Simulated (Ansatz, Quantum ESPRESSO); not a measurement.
# The work function of Ba(110), 5 layers, level by level, part 6 of 6

How much energy does it take to lift an electron out of Ba(110), 5 layers, and how far do the settings matter?

Quantum ESPRESSO 7.5; plane-wave DFT, PBE, GBRV ultrasoft pseudopotentials; cross-check by Ansatz 0.2.0 with PAW datasets.

So far. Step 14 (Electrostatic potential): The upper face goes from 2.407 eV (PBE, GBRV) to 2.414 eV, a change of +0.007 eV. Step 15 (Cross-check with Ansatz): Ansatz gives 2.435 eV against 2.407 eV.

## Step 18: SCF with pw.x, with ATOMIC_POSITIONS = about z = c/2

One more run, with a changed input.

Input file esm.bad.in:

```
&control
  prefix = 'esm.bad'
  outdir = './out'
  pseudo_dir = './pseudo'
  calculation = 'scf'
  tprnfor = .true.
/
&system
  ibrav = 0
  nat = 5
  ntyp = 1
  ecutwfc = 40
  ecutrho = 200
  occupations = 'smearing'
  smearing = 'mv'
  degauss = 0.02
  assume_isolated = 'esm'
  esm_bc = 'bc1'
/
&electrons
  conv_thr = 1e-07
  mixing_beta = 0.4
  electron_maxstep = 50
  mixing_mode = 'local-TF'
/
ATOMIC_SPECIES
  Ba  137.3270  ba_pbe_v1.uspp.F.UPF
CELL_PARAMETERS angstrom
  3.54967604155647 -2.51000000000000 0.00000000000000
  3.54967604155647 2.51000000000000 0.00000000000000
  0.00000000000000 0.00000000000000 30.19870416622587
ATOMIC_POSITIONS crystal
  Ba  0.000000000000 0.000000000000 0.265504137700
  Ba  0.500000000000 0.500000000000 0.381787295500
  Ba  0.000000000000 0.000000000000 0.500000000000
  Ba  0.500000000000 0.500000000000 0.618212704500
  Ba  0.000000000000 0.000000000000 0.734495862300
K_POINTS automatic
  8 8 1 0 0 0
```

Run with:

```sh
> OMP_NUM_THREADS=1 mpirun -n 4 pw.x -nk 4 -in esm.bad.in > esm.bad.out
```

The program printed:

```text
[banner, memory and clock lines left out]
Program PWSCF v.7.5 starts

          URL

     Message from routine setup:
     using ibrav=0 with symmetry is DISCOURAGED, use correct ibrav instead

     G-vector sticks info

     bravais-lattice index     =            0
     lattice parameter (alat)  =       8.2155  a.u.
     unit-cell volume          =    3631.4272 (a.u.)^3
     number of atoms/cell      =            5
     number of atomic types    =            1
     number of electrons       =        50.00
     number of Kohn-Sham states=           30
     kinetic-energy cutoff     =      40.0000  Ry
     charge density cutoff     =     200.0000  Ry
     scf convergence threshold =      1.0E-07
     mixing beta               =       0.4000
     number of iterations used =            8  local-TF  mixing
     Exchange-correlation= SLA  PW   PBE  PBE
                           (   1   4   3   4   0   0   0)

     Effective Screening Medium Method
     Boundary Conditions: Vacuum-Slab-Vacuum
     total charge in unit cell        =   0.0000
     grid points for fit at edges     =        4

     celldm(1)=   8.215485  celldm(2)=   0.000000  celldm(3)=   0.000000
     celldm(4)=   0.000000  celldm(5)=   0.000000  celldm(6)=   0.000000

     crystal axes: (cart. coord. in units of alat)
               a(1) = (   0.816497  -0.577350   0.000000 )
               a(2) = (   0.816497   0.577350   0.000000 )
               a(3) = (   0.000000   0.000000   6.946307 )

     reciprocal axes: (cart. coord. in units 2 pi/alat)
               b(1) = (  0.612372 -0.866025  0.000000 )
               b(2) = (  0.612372  0.866025 -0.000000 )
               b(3) = ( -0.000000  0.000000  0.143961 )

     PseudoPot. # 1 for Ba read from file:
     ./pseudo/ba_pbe_v1.uspp.F.UPF
     Pseudo is Ultrasoft + core correction, Zval = 10.0
     Generated by new atomic code, or converted to UPF format
     Using radial grid of  907 points,  7 beta functions with:
                l(1) =   0
                l(2) =   0
                l(3) =   1
                l(4) =   1
                l(5) =   2
                l(6) =   2
                l(7) =   3
     Q(r) pseudized with  6 coefficients,  rinner =    1.700   1.700   1.700
                                                       1.700   1.700   1.700
                                                       1.700

     atomic species   valence    mass     pseudopotential
     Ba               10.00   137.32700     Ba( 1.00)

      8 Sym. Ops., with inversion, found

   Cartesian axes

     site n.     atom                  positions (alat units)
         1        Ba     tau(   1) = (   0.0000000   0.0000000   1.8442732  )
         2        Ba     tau(   2) = (   0.8164966   0.0000000   2.6520117  )
         3        Ba     tau(   3) = (   0.0000000   0.0000000   3.4731534  )
         4        Ba     tau(   4) = (   0.8164966   0.0000000   4.2942951  )
         5        Ba     tau(   5) = (   0.0000000   0.0000000   5.1020336  )

     number of k points=    21  Marzari-Vanderbilt smearing, width (Ry)=  0.0200
                       cart. coord. in units 2pi/alat
        k(    1) = (   0.0000000   0.0000000   0.0000000), wk =   0.0312500
        k(    2) = (   0.0765466   0.1082532   0.0000000), wk =   0.1250000
        k(    3) = (   0.1530931   0.2165064   0.0000000), wk =   0.1250000
        k(    4) = (   0.2296397   0.3247595   0.0000000), wk =   0.1250000
        k(    5) = (  -0.3061862  -0.4330127   0.0000000), wk =   0.0625000
        k(    6) = (   0.1530931   0.0000000   0.0000000), wk =   0.0625000
        k(    7) = (   0.2296397   0.1082532   0.0000000), wk =   0.1250000
        k(    8) = (   0.3061862   0.2165064   0.0000000), wk =   0.1250000
        k(    9) = (  -0.2296397  -0.5412659   0.0000000), wk =   0.1250000
        k(   10) = (  -0.1530931  -0.4330127   0.0000000), wk =   0.1250000
        k(   11) = (  -0.0765466  -0.3247595   0.0000000), wk =   0.1250000
        k(   12) = (   0.0000000  -0.2165064   0.0000000), wk =   0.0625000
        k(   13) = (   0.3061862   0.0000000   0.0000000), wk =   0.0625000
        k(   14) = (   0.3827328   0.1082532   0.0000000), wk =   0.1250000
        k(   15) = (  -0.1530931  -0.6495191   0.0000000), wk =   0.1250000
        k(   16) = (  -0.0765466  -0.5412659   0.0000000), wk =   0.1250000
        k(   17) = (   0.0000000  -0.4330127   0.0000000), wk =   0.0625000
        k(   18) = (   0.4592793   0.0000000   0.0000000), wk =   0.0625000
        k(   19) = (  -0.0765466  -0.7577722   0.0000000), wk =   0.1250000
        k(   20) = (  -0.0000000  -0.6495191   0.0000000), wk =   0.0625000
        k(   21) = (  -0.6123724   0.0000000   0.0000000), wk =   0.0312500

     Dense  grid:   173715 G-vectors     FFT dimensions: (  40,  40, 270)

     Smooth grid:   124133 G-vectors     FFT dimensions: (  36,  36, 240)

 %%%%%%%%%%%%%%%%%%%%%%%%%%%%%%%%%%%%%%%%%%%%%%%%%%%%%%%%%%%%%%%%%%%%%%%%%%%%%%
     Error in routine esm_check (3):
     incorrect atomic position for ESM
 %%%%%%%%%%%%%%%%%%%%%%%%%%%%%%%%%%%%%%%%%%%%%%%%%%%%%%%%%%%%%%%%%%%%%%%%%%%%%%

     stopping ...
[the rest left out]
```

It took 0.71 s on 4 MPI ranks of Arm Neoverse N1, shared host; peak memory 0.14 GiB.

The input was rejected at the start.

The program's message: “Error in routine esm_check (3): incorrect atomic position for ESM”

The change that led to it: ATOMIC_POSITIONS = "about z = c/2".

The message: “esm_check (3): incorrect atomic position for ESM”. ESM wants the slab about z = 0 inside the cell and no k-points along the normal.

## Step 19: Worked from the printed numbers

In the first self-consistent run, on its own zero, the Fermi level is 2.554 eV and the upper vacuum level 4.961 eV: φ = 4.961 − (2.554) = 2.407 eV.

## Step 20: What came out

| Quantity | Value |
| --- | --- |
| work function of the upper face, PBE, GBRV | 2.41 eV |
| work function of the lower face, PBE, GBRV | 2.41 eV |
| upper face by ESM | 2.41 eV |
| upper face by Ansatz | 2.43 eV |

**Reading.** At the first level (PBE, GBRV ultrasoft) the work function comes to 2.41 eV on both faces. ESM differs from the periodic treatment by +1 meV on the upper face and +0 meV on the lower. Over the levels tried the upper face spans 2.41 eV (QE PBE GBRV, periodic) to 2.57 eV (QE LDA PseudoDojo norm-conserving, periodic). Quantum ESPRESSO and Ansatz give 2.41 and 2.43 eV for the upper face, which agree. Ansatz ran with Fermi-Dirac smearing of 0.1 eV against cold smearing of 0.02 Ry, which alone can move a level by some tens of meV. With 8×8 points and so few layers the values hold to some 0.05 to 0.1 eV. The slab is cut at a tabulated measured bulk lattice constant, given to two decimals.

Calculation against experiment:

| quantity | measured | QE PBE GBRV | QE PBE GBRV, ESM bc1 | QE PBEsol GBRV | QE LDA PseudoDojo | QE PW91 GBRV | Ansatz PBE PAW |
| --- | --- | --- | --- | --- | --- | --- | --- |
| work function, loosely compared (polycrystalline sample, no single face) (eV) | 2.53 | 2.41 (-0.12 eV) | 2.41 (-0.12 eV) | 2.44 (-0.09 eV) | 2.57 (+0.04 eV) | 2.41 (-0.12 eV) | 2.43 (-0.10 eV) |

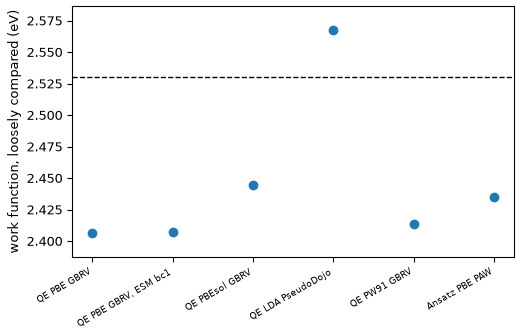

The work function, loosely compared by level; the dashed line is the measured value.

Measured values from arxiv:1902.07811 (2019).

**Verdict.** For the work function, set beside that of the polycrystal,, of the levels listed nearest comes QE LDA PseudoDojo (+0.04 eV) and farthest QE PBE GBRV (-0.12 eV). A polycrystal averages over faces, so this is a loose comparison.

[Logs are printed without paths, hosts, clocks, repeated set-up lines and the standing remarks that a program may print on its own settings, such as how far it seeks lower states.]

[Hosts, paths, dates, database ids (printed as entryN), source tags and the programs' standing remarks are cut or masked in the printed files.]

[Maps of the electrostatic potential energy from Ansatz leave out the sawtooth potential of an applied field or a dipole correction, so their vacuum need not be flat; planar profiles and work functions include it.]
